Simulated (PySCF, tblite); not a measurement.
# C4H10B2FN: geometry, infrared bands and NMR shifts

Wanted: the infrared bands and NMR shifts of C4H10B2FN (`BNBC(=C)[C@@H](C)F`), by calculation.

The runs use tblite 0.8.0 and PySCF 2.14.0, with density-fitted response routines of our own; the level of theory stands in each step. All values are computed, except where a source is named. Atoms are numbered from 0 throughout.

### Step 1. The molecule as given

18 atoms, charge 0, multiplicity 1; geometry from: force field or distance geometry start.

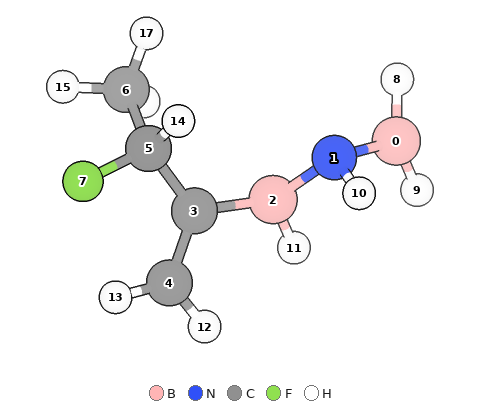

As it starts; boron pink, nitrogen blue, carbon grey, fluorine green, hydrogen white, atoms numbered.

### Step 2. Relaxing the molecule with GFN2-xTB

The job: settings as JSON, then the geometry in Å.

```
{"job": {"kind": "relax", "xc": "GFN2-xTB", "basis": "xTB"}, "charge": 0, "multiplicity": 1}
B      2.678400     1.440500     0.825600
N      1.579100     0.419900     1.117600
B      1.042400    -0.004900    -0.227400
C     -0.275600    -0.807300    -0.310500
C     -0.221000    -1.990200    -0.958800
C     -1.533700    -0.368300     0.305100
C     -2.058400     0.943100    -0.202900
F     -2.469800    -1.355900     0.023900
H      2.398100     2.606600     0.898400
H      3.486200     1.194800     0.003600
H      2.051500    -0.397200     1.599100
H      1.849100    -0.227600    -1.054600
H      0.712000    -2.276000    -1.386800
H     -1.078200    -2.631700    -1.074500
H     -1.421100    -0.316500     1.400500
H     -3.094100     0.730700    -0.574900
H     -1.480100     1.389600    -1.018100
H     -2.173500     1.656800     0.623000
```

Run with:

```
> OMP_NUM_THREADS=1 python probes_run.py task.json out
```

This one command runs all jobs of the session in turn.

**Question.** This job is followed by: GFN2-xTB harmonic vibrations, gas phase; GIAO PBE0/pcSseg-1 NMR shielding, non-relativistic, gas phase. Predict these results of the whole session: strongest single infrared mode (GFN2-xTB); zero-point energy (GFN2-xTB); ¹³C shifts against TMS (PBE0/pcSseg-1); ¹H shifts against TMS (PBE0/pcSseg-1, means over atoms taken as alike); ¹¹B shifts against BF3·OEt2 (PBE0/pcSseg-1); ¹⁵N shifts against NH3 (PBE0/pcSseg-1); ¹⁹F shifts against CFCl3 (PBE0/pcSseg-1).

**Answer**, as computed:

| quantity | value |
| --- | --- |
| strongest single infrared mode (GFN2-xTB) | 1402 cm⁻¹, 473 km/mol |
| zero-point energy (GFN2-xTB) | 87.7 kcal/mol |
| ¹³C shifts against TMS (PBE0/pcSseg-1) | 160.6, 148.9, 93.9, 26.6 ppm |
| ¹H shifts against TMS (PBE0/pcSseg-1, means over atoms taken as alike) | 7.13, 7.11, 6.62, 5.65, 5.56, 5.45, 1.44 ppm |
| ¹¹B shifts against BF3·OEt2 (PBE0/pcSseg-1) | 51.2, 46.3 ppm |
| ¹⁵N shifts against NH3 (PBE0/pcSseg-1) | 184.6 ppm |
| ¹⁹F shifts against CFCl3 (PBE0/pcSseg-1) | -214.2 ppm |

Relaxing lowered the energy by 2.432 eV in 132 steps; the close pair that moved most is B0–N1, from 1.528 to 1.408 Å. All 48 modes are real, so the xTB geometry is a minimum. The strongest single mode, at 1402 cm⁻¹, has its largest shares on N1, H10, B2 and H12 (the list is cut at 4 atoms). Unscaled tight-binding wavenumbers are off by several per cent, some by more. Its intensities can rank the bands wrongly. The most deshielded carbon is C3 (fully substituted alkene carbon), at 160.6 ppm: as expected for a trigonal carbon in a double bond. At PBE0/pcSseg-1: Shielding is most anisotropic at N1 (span 317 ppm, paramagnetic term -241 ppm).
